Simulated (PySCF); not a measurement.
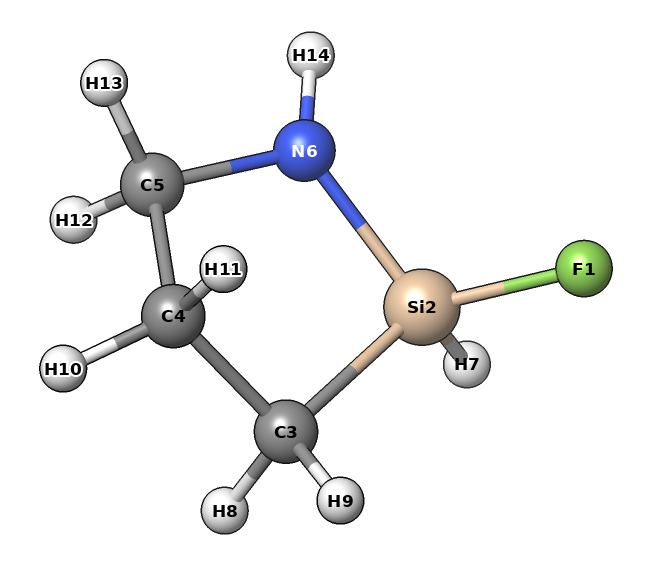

The geometry was computed by an optimisation with GFN2-xTB. No frequency run is at hand to confirm it as a minimum. Level of theory: delta-SCF UKS SCAN, pcX-2 on the ionised atom, pcseg-1 elsewhere, spin-free X2C (PySCF 2.14.0).

Give the core-electron binding energies (to vacuum; p and d levels without spin–orbit splitting) of F1 1s, Si2 1s, Si2 2p, C3 1s, C4 1s, C5 1s, N6 1s.

```json
{"atom": "F1", "level": "1s", "binding energy (eV)": "691.8"}
{"atom": "Si2", "level": "1s", "binding energy (eV)": "1847.4"}
{"atom": "Si2", "level": "2p", "binding energy (eV)": "107.6"}
{"atom": "C3", "level": "1s", "binding energy (eV)": "290.1"}
{"atom": "C4", "level": "1s", "binding energy (eV)": "290.7"}
{"atom": "C5", "level": "1s", "binding energy (eV)": "291.5"}
{"atom": "N6", "level": "1s", "binding energy (eV)": "404.4"}
```

The geometry is semi-empirical. Around Si such bond lengths and angles can be off by a tenth of an ångström or more and by several degrees, and values that hang on the shape move with them.
